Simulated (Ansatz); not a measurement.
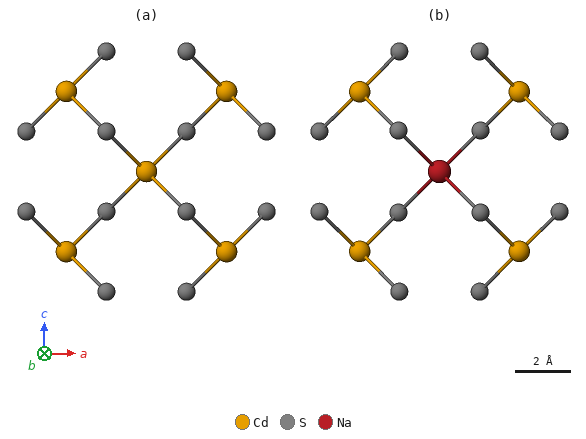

Left: perfect CdS. Right: the same region with one point defect, after relaxing the atoms in a supercell of 54 sites. A ball-and-stick model of the atoms within 5.4 Å of one point, in a slice 4.2 Å thick across the line of sight, seen along the b axis.

Theory: DFT, PBE, plane-wave PAW, default files, scalar-relativistic (Ansatz 0.2.0). Set-up: plane-wave cutoff 420 eV; k-point mesh 2 × 2 × 2; occupations fermi dirac; smearing width 0.01 eV; no spin polarisation. A uniform background neutralises the charged cell. The axes drawn are those of the host's conventional cell.

**Which defect is it?**

A cadmium atom is replaced by sodium.

The charge state of the cell is −1.

**How does the lattice respond?**

In the host the Cd atom has 4 S at 2.53 Å; the Na atom ends with 4 S at 2.59 Å. Of the host's atoms, a sulfur atom moves furthest from its site, by 0.06 Å. Relaxing the atoms from the host's sites lowers the energy by 0.15 eV.

Limits of the set-up: the cell is charged, on a uniform background, and energies carry no finite-size correction.
